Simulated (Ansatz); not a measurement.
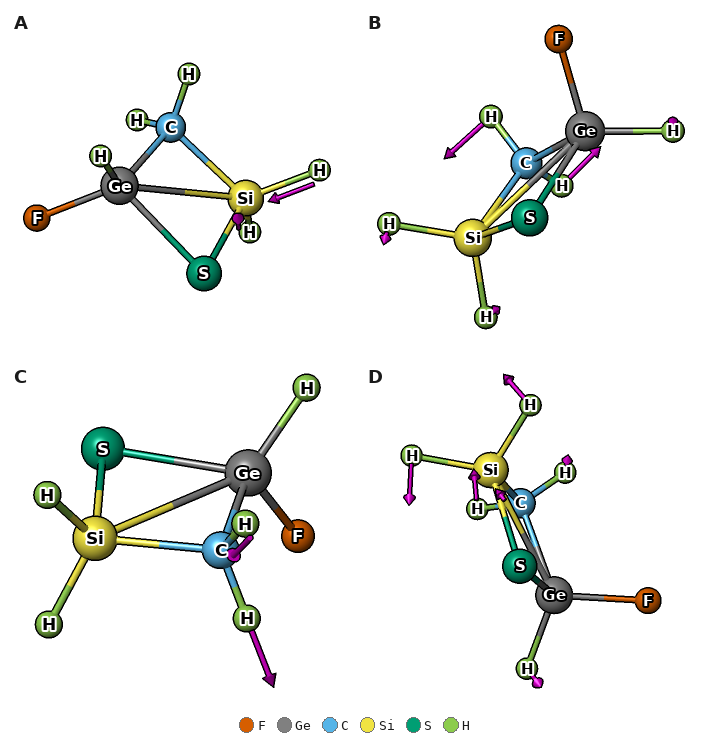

4 normal modes of one molecule or complex, as arrows. Harmonic vibrations computed with RKS PBE0-D4/def2-TZVP (Ansatz 0.2.0) at a stationary point of the same level.

Match the panels to the wavenumbers 620 cm⁻¹, 949 cm⁻¹, 2226 cm⁻¹, 3167 cm⁻¹.

A: 2226 cm⁻¹, in-phase stretching of 2 Si–H bonds
B: 949 cm⁻¹, angle bending
C: 3167 cm⁻¹, out-of-phase stretching of 2 C–H bonds
D: 620 cm⁻¹
